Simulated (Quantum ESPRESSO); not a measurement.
# Collinear magnetic orders of La2Fe2S2O3 with Quantum ESPRESSO, part 2 of 2

Aim: find out which collinear order of La2Fe2S2O3 costs least.

Quantum ESPRESSO 7.5; LDA with U = 4.5 eV on Fe d (ortho-atomic projectors); plane waves with GBRV 1.5 LDA potentials, no spin-orbit coupling.

So far, integrated |m| (μB): step 2 (run 1, typed as ferro ++) 8.03.

## 3. Start 2: antiferro +−

Contents of pw.in:

```
&CONTROL
  calculation = 'scf'
  prefix = 'pwscf'
  outdir = './tmp'
  pseudo_dir = './pseudo'
  disk_io = 'nowf'
/
&SYSTEM
  ibrav = 0
  celldm(1) = 8
  nat = 9
  ntyp = 5
  ecutwfc = 40
  ecutrho = 280
  nbnd = 55
  occupations = 'smearing'
  smearing = 'fd'
  degauss = 0.00367493
  nspin = 2
  starting_magnetization(1) = 0
  starting_magnetization(2) = 0.25
  starting_magnetization(3) = -0.25
  starting_magnetization(4) = 0
  starting_magnetization(5) = 0
/
&ELECTRONS
  conv_thr = 1.8d-08
  electron_maxstep = 150
  mixing_beta = 0.3
/
ATOMIC_SPECIES
La    138.9055 la_lda_v1.uspp.F.UPF
Fe1    55.8450 fe_lda_v1.5.uspp.F.UPF
Fe2    55.8450 fe_lda_v1.5.uspp.F.UPF
S      32.0600 s_lda_v1.4.uspp.F.UPF
O      15.9990 o_lda_v1.2.uspp.F.UPF
CELL_PARAMETERS alat
  -0.4780716549912    0.4780716549912    2.1477261805371
   0.4780716549912   -0.4780716549912    2.1477261805371
   0.4780716549912    0.4780716549912   -2.1477261805371
ATOMIC_POSITIONS crystal
La      0.1818010000    0.1818010000    0.0000000000
La      0.8181990000    0.8181990000    0.0000000000
Fe1     0.5000000000    0.0000000000    0.5000000000
Fe2     0.0000000000    0.5000000000    0.5000000000
S       0.4049150000    0.4049150000    0.0000000000
S       0.5950850000    0.5950850000    0.0000000000
O       0.7500000000    0.2500000000    0.5000000000
O       0.2500000000    0.7500000000    0.5000000000
O       0.0000000000    0.0000000000    0.0000000000
K_POINTS automatic
8 8 8 0 0 0
HUBBARD {ortho-atomic}
U Fe1-3d 4.5000
U Fe2-3d 4.5000
```

On the command line:

```bash
OMP_NUM_THREADS=1 mpirun -n 8 pw.x -nk 8 -in pw.in > pw.out
```

Log:

```text
[banner, memory and clock lines left out]
Program PWSCF v.7.5 starts

     Message from routine setup:
     using ibrav=0 with symmetry is DISCOURAGED, use correct ibrav instead

     bravais-lattice index     =            0
     lattice parameter (alat)  =       8.0000  a.u.
     unit-cell volume          =    1005.2981 (a.u.)^3
     number of atoms/cell      =            9
     number of atomic types    =            5
     number of electrons       =        84.00
     number of Kohn-Sham states=           55
     kinetic-energy cutoff     =      40.0000  Ry
     charge density cutoff     =     280.0000  Ry
     scf convergence threshold =      1.8E-08
     mixing beta               =       0.3000
     number of iterations used =            8  plain     mixing
     Exchange-correlation= SLA  PZ   NOGX NOGC
                           (   1   1   0   0   0   0   0)
     Hubbard projectors: ortho-atomic
     Hubbard parameters of DFT+U (Dudarev formulation) in eV:
     U(Fe1-3d) =  4.5000
     U(Fe2-3d) =  4.5000

     Internal variables: lda_plus_u =T, lda_plus_u_kind = 0

     Internal variables: orbital_resolved =F, hub_pot_fix =F, apply_U = F

     celldm(1)=   8.000000  celldm(2)=   0.000000  celldm(3)=   0.000000
     celldm(4)=   0.000000  celldm(5)=   0.000000  celldm(6)=   0.000000

     crystal axes: (cart. coord. in units of alat)
               a(1) = (  -0.478072   0.478072   2.147726 )
               a(2) = (   0.478072  -0.478072   2.147726 )
               a(3) = (   0.478072   0.478072  -2.147726 )

     reciprocal axes: (cart. coord. in units 2 pi/alat)
               b(1) = ( -0.000000  1.045868  0.232804 )
               b(2) = (  1.045868 -0.000000  0.232804 )
               b(3) = (  1.045868  1.045868  0.000000 )

     PseudoPot. # 1 for La read from file:
     la_lda_v1.uspp.F.UPF
     Pseudo is Ultrasoft + core correction, Zval = 11.0

     PseudoPot. # 2 for Fe read from file:
     fe_lda_v1.5.uspp.F.UPF
     Pseudo is Ultrasoft + core correction, Zval = 16.0

     PseudoPot. # 3 for Fe read from file:
     fe_lda_v1.5.uspp.F.UPF
     Pseudo is Ultrasoft + core correction, Zval = 16.0

     PseudoPot. # 4 for S  read from file:
     s_lda_v1.4.uspp.F.UPF
     Pseudo is Ultrasoft + core correction, Zval =  6.0

     PseudoPot. # 5 for O  read from file:
     o_lda_v1.2.uspp.F.UPF
     Pseudo is Ultrasoft + core correction, Zval =  6.0

     atomic species   valence    mass     pseudopotential
     La               11.00   138.90550     La( 1.00)
     Fe1              16.00    55.84500     Fe( 1.00)
     Fe2              16.00    55.84500     Fe( 1.00)
     S                 6.00    32.06000     S ( 1.00)
     O                 6.00    15.99900     O ( 1.00)

     Starting magnetic structure
     atomic species   magnetization
     La              0.000
     Fe1             0.250
     Fe2            -0.250
     S               0.000
     O               0.000

      8 Sym. Ops., with inversion, found

   Cartesian axes

     site n.     atom                  positions (alat units)
         1        La     tau(   1) = (  -0.0000000  -0.0000000   0.7809175  )
         2        La     tau(   2) = (   0.0000000   0.0000000   3.5145348  )
         3        Fe1    tau(   3) = (   0.0000000   0.4780717   0.0000000  )
         4        Fe2    tau(   4) = (   0.4780717   0.0000000   0.0000000  )
         5        S      tau(   5) = (   0.0000000   0.0000000   1.7392931  )
         6        S      tau(   6) = (   0.0000000   0.0000000   2.5561593  )
         7        O      tau(   7) = (   0.0000000   0.4780717   1.0738631  )
         8        O      tau(   8) = (   0.4780717   0.0000000   1.0738631  )
         9        O      tau(   9) = (   0.0000000   0.0000000   0.0000000  )

     number of k points=    95  Fermi-Dirac smearing, width (Ry)=  0.0037
                       cart. coord. in units 2pi/alat
        k(    1) = (   0.0000000   0.0000000   0.0000000), wk =   0.0019531
        k(    2) = (   0.1307335   0.1307335   0.0000000), wk =   0.0078125
        k(    3) = (   0.2614671   0.2614671   0.0000000), wk =   0.0078125
        k(    4) = (   0.3922006   0.3922006   0.0000000), wk =   0.0078125
        k(    5) = (  -0.5229342  -0.5229342   0.0000000), wk =   0.0039062
        [... 90 further k-points ...]

     Dense  grid:    79499 G-vectors     FFT dimensions: (  96,  96,  96)

     Smooth grid:    34457 G-vectors     FFT dimensions: (  75,  75,  75)

     Check: negative core charge=   -0.000017
     Generating pointlists ...
     new r_m :   0.2313 (alat units)  1.8503 (a.u.) for type    1
     new r_m :   0.1972 (alat units)  1.5776 (a.u.) for type    2
     new r_m :   0.1972 (alat units)  1.5776 (a.u.) for type    3
     new r_m :   0.2594 (alat units)  2.0750 (a.u.) for type    4
     new r_m :   0.1972 (alat units)  1.5776 (a.u.) for type    5

     Initial potential from superposition of free atoms

     starting charge      81.9426, renormalised to      84.0000

     negative rho (up, down):  8.527E-02 8.527E-02

     STARTING HUBBARD OCCUPATIONS:

     =================== HUBBARD OCCUPATIONS ===================
     ------------------------ ATOM    3 ------------------------
     Tr[ns(  3)] (up, down, total) =   5.00000  0.00000  5.00000
     Atomic magnetic moment for atom   3 =   5.00000
     [... lines left out ...]
     ------------------------ ATOM    4 ------------------------
     Tr[ns(  4)] (up, down, total) =   0.00000  5.00000  5.00000
     Atomic magnetic moment for atom   4 =  -5.00000
     [... lines left out ...]
     Number of occupied Hubbard levels =   10.0000

     Atomic wfc used for Hubbard projectors are orthogonalized

     Starting wfcs are   86 randomized atomic wfcs

     Self-consistent Calculation

     iteration #  1     ecut=    40.00 Ry     beta= 0.30
     Davidson diagonalization with overlap
     ethr =  1.00E-02,  avg # of iterations =  4.3

     =================== HUBBARD OCCUPATIONS ===================
     ------------------------ ATOM    3 ------------------------
     Tr[ns(  3)] (up, down, total) =   4.95873  3.87048  8.82921
     Atomic magnetic moment for atom   3 =   1.08825
     [... lines left out ...]
     ------------------------ ATOM    4 ------------------------
     Tr[ns(  4)] (up, down, total) =   3.87032  4.95874  8.82905
     Atomic magnetic moment for atom   4 =  -1.08842
     [... lines left out ...]
     Number of occupied Hubbard levels =   17.6583

     negative rho (up, down):  8.287E-02 8.287E-02

     total energy              =    -834.67539395 Ry
     estimated scf accuracy    <      36.88787513 Ry

     total magnetization       =    -0.00 Bohr mag/cell
     absolute magnetization    =     2.85 Bohr mag/cell

     iteration #  2     ecut=    40.00 Ry     beta= 0.30
     Davidson diagonalization with overlap
     ethr =  1.00E-02,  avg # of iterations =  8.2

     negative rho (up, down):  1.826E-03 1.833E-03

     total energy              =    -825.39547851 Ry
     estimated scf accuracy    <     556.13209624 Ry

     total magnetization       =     0.01 Bohr mag/cell
     absolute magnetization    =     0.17 Bohr mag/cell

     [... further iterations left out ...]

     iteration # 22     ecut=    40.00 Ry     beta= 0.30
     Davidson diagonalization with overlap
     ethr =  1.01E-10,  avg # of iterations =  4.2

     negative rho (up, down):  6.149E-02 6.149E-02

     total energy              =    -850.73670989 Ry
     estimated scf accuracy    <       0.00000003 Ry

     total magnetization       =    -0.00 Bohr mag/cell
     absolute magnetization    =     7.49 Bohr mag/cell

     iteration # 23     ecut=    40.00 Ry     beta= 0.30
     Davidson diagonalization with overlap
     ethr =  3.74E-11,  avg # of iterations =  1.6

     negative rho (up, down):  6.150E-02 6.150E-02

     Magnetic moment per site  (integrated on atomic sphere of radius R)
     atom   1 (R=0.231)  charge=  6.1905  magn=  0.0000
     atom   2 (R=0.231)  charge=  6.1905  magn=  0.0000
     atom   3 (R=0.197)  charge= 13.2432  magn=  3.2973
     atom   4 (R=0.197)  charge= 13.2432  magn= -3.2973
     atom   5 (R=0.259)  charge=  4.7523  magn=  0.0000
     atom   6 (R=0.259)  charge=  4.7523  magn=  0.0000
     atom   7 (R=0.197)  charge=  5.5294  magn= -0.0000
     atom   8 (R=0.197)  charge=  5.5294  magn= -0.0000
     atom   9 (R=0.197)  charge=  5.5475  magn=  0.0000

     End of self-consistent calculation

     =================== HUBBARD OCCUPATIONS ===================
     ------------------------ ATOM    3 ------------------------
     Tr[ns(  3)] (up, down, total) =   4.90826  1.26916  6.17742
     Atomic magnetic moment for atom   3 =   3.63910
     [... lines left out ...]
     ------------------------ ATOM    4 ------------------------
     Tr[ns(  4)] (up, down, total) =   1.26914  4.90826  6.17740
     Atomic magnetic moment for atom   4 =  -3.63911
     [... lines left out ...]
     Number of occupied Hubbard levels =   12.3548

     Number of k-points >= 100: set verbosity='high' to print the bands.

     the Fermi energy is    11.0761 ev

!    total energy              =    -850.73670988 Ry
     estimated scf accuracy    <       0.00000002 Ry
     smearing contrib. (-TS)   =      -0.00000000 Ry
     internal energy E=F+TS    =    -850.73670988 Ry

     The total energy is F=E-TS. E is the sum of the following terms:
     one-electron contribution =    -501.01573936 Ry
     hartree contribution      =     293.24929799 Ry
     xc contribution           =    -194.27930439 Ry
     ewald contribution        =    -448.83785978 Ry
     Hubbard energy            =       0.14689566 Ry

     total magnetization       =    -0.00 Bohr mag/cell
     absolute magnetization    =     7.49 Bohr mag/cell

     convergence has been achieved in  23 iterations
```

The job ended after 20 min (8 MPI ranks of AMD EPYC 7B13 (Zen 3), shared host; peak memory 3.2 GiB).

Spin moment in the atom's sphere by atom:

```
atom  spin moment in the atom's sphere (μB)
 La1                                   0.00
 La2                                   0.00
 Fe3                                   3.30
 Fe4                                  -3.30
  S5                                   0.00
  S6                                   0.00
  O7                                   0.00
  O8                                   0.00
  O9                                   0.00
```

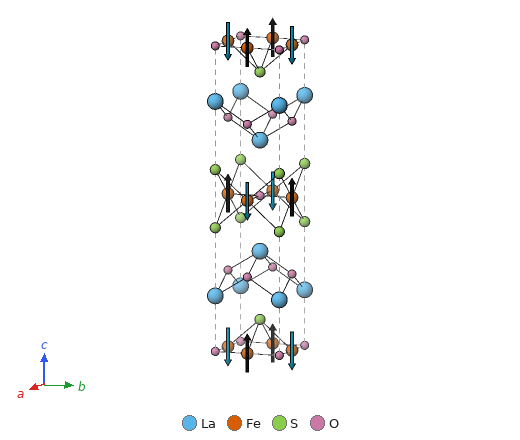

Spin moment in the atom's sphere as arrows, the longest 3.30 μB. Up and down stand for the sign. Arrows give size and sign along the axis of quantisation, drawn up and down the page. The two directions have two colours. Some periodic images of atoms are drawn too.

Numbers from this step:

| Property | Result |
| --- | --- |
| smearing term TS | 1.17e-11 eV |
| net moment | 0 μB |
| integrated \|m\| | 7.488 μB |
| final state | antiferromagnetic |

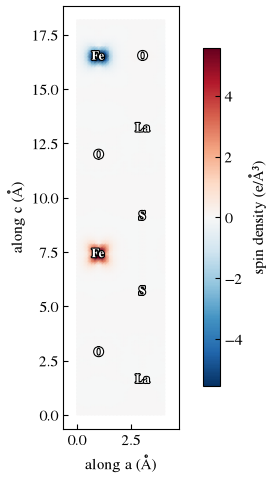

Spin density in the ac plane of the conventional cell at fractional y = 0.000, with atoms of La and Fe and S and O within 0.2 Å of it. The map starts off the cell's origin, so that atoms lie inside it.

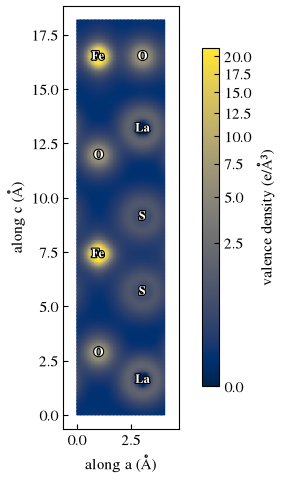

Valence density in the ac plane of the conventional cell at fractional y = 0.000, with atoms of La and Fe and S and O within 0.2 Å of it. It is the smooth field of the valence electrons, not physical close to the nuclei. The map starts off the cell's origin, so that atoms lie inside it. The colour scale is stretched toward low values.

## 4. The states side by side

An order is kept where moments of 0.15 μB or more survive with the typed signs; meshes match where a doubled cell samples the same k points as the first cell.

Orders:

```
       start        final state  typed order kept  energy over the lowest (meV a seeded atom)  largest site moment (μB)  net moment (μB a cell of the first run)  mesh matched  CPU time (s)
    ferro ++      ferromagnetic               yes                                       54.92                      3.33                                        8           yes          5256
antiferro +-  antiferromagnetic               yes                                           0                     3.297                                        0           yes          9679
```

## 5. Occupations of the corrected shells in the lowest state

Occupations of the Hubbard shells:

```
block  type  shell  spin  electrons             occupation numbers
    3   Fe1     3d    up      4.908  0.974 0.977 0.980 0.986 0.991
    3   Fe1     3d  down      1.269  0.041 0.046 0.102 0.142 0.938
    4   Fe2     3d    up      1.269  0.041 0.046 0.102 0.142 0.938
    4   Fe2     3d  down      4.908  0.974 0.977 0.980 0.986 0.991
```

## 6. Summary of results

| Property | Result |
| --- | --- |
| lowest state found | antiferromagnetic (from antiferro +-) |
| largest site moment | 3.30 μB |
| next state with moments | ferromagnetic, 54.9 meV a seeded atom higher |

In words: Only these 2 starts were compared; other wavevectors, canted and longer-period orders were not. A computed site moment is spin alone and hangs on the region that is counted: the program's spheres do not touch and miss the tail of the moment. Measured moments hold any orbital part as well, and belong to the order of the sample, which need not be the order of this run.

Computed beside measured:

| quantity | measured | in the sphere | projected shell |
| --- | --- | --- | --- |
| moment (Fe) (μB) | 2.32 | 3.30 (+42.1 %) | 3.64 (+56.9 %) |

Measured values from arxiv:1801.00342 (2018).

**Verdict.** For the moment, of the levels listed nearest comes in the sphere (+42.1 %) and farthest projected shell (+56.9 %). No cell relaxation is part of this session.

[Logs and program files are shortened in this print: banners, set-up blocks, solver, clock and traceback lines can be left out without a mark of their own.]

[Logs are printed without paths, hosts, clocks, repeated set-up lines and the standing remarks that a program may print on its own settings, such as how far it seeks lower states.]

[Hosts, paths, dates, database ids (printed as entryN), source tags and the programs' standing remarks are cut or masked in the printed files.]

[Where a cell is said to come from a database of computed structures, the database is the Materials Project.]
